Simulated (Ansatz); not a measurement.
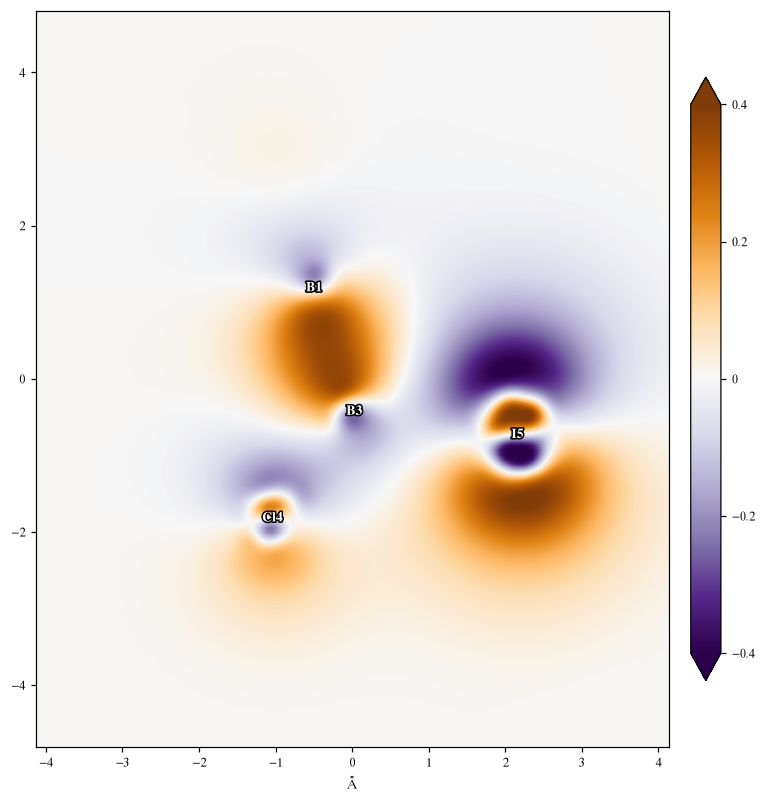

B$_{2}$ClH$_{2}$IO. The HOMO on the plane of atoms Cl4, B3 and I5 (values in Å⁻³ᐟ²; the overall sign is arbitrary).

Core potentials replace the inner electrons of I.

These are results of UKS PBE/def2-SVP in Ansatz, not measurements.

The calculation's input:

```
crystal:
  periodic: [false, false, false]
  atoms:
    - { symbol: B, position_ang: [0.1657, -0.0125, 1.2844] }
    - { symbol: O, position_ang: [-0.9731, -0.0173, 0.293] }
    - { symbol: B, position_ang: [-0.3497, -0.111, -1.0262] }
    - { symbol: Cl, position_ang: [0.0342, -1.7554, -1.7876] }
    - { symbol: I, position_ang: [0.0874, 1.7033, -2.2001] }
    - { symbol: H, position_ang: [-1.71537, 0.3155, 0.85725] }
    - { symbol: H, position_ang: [0.5445, -0.9642, 1.7662] }
magnetization:
  spin_polarized: true
basis:
  gaussian: { orbitals: def2-SVP }
hamiltonian:
  xc: pbe
relax:
  f_tol: 0.02
  max_steps: 50
output:
  orbitals: {}
```

Run with:

```sh
ansatz run input.yaml --threads 2 --pin off --max-ram 3072MiB --backend cpu --events-out ev --progress --plain --runs-dir out
```

The fields are those of the relaxed geometry.

Q: Where does this orbital lie, and at what energy?

A: It lies mainly on I5 (about 65 %), B1 (about 10 %) and B3 (about 10 %). Its energy is −6.19 eV.
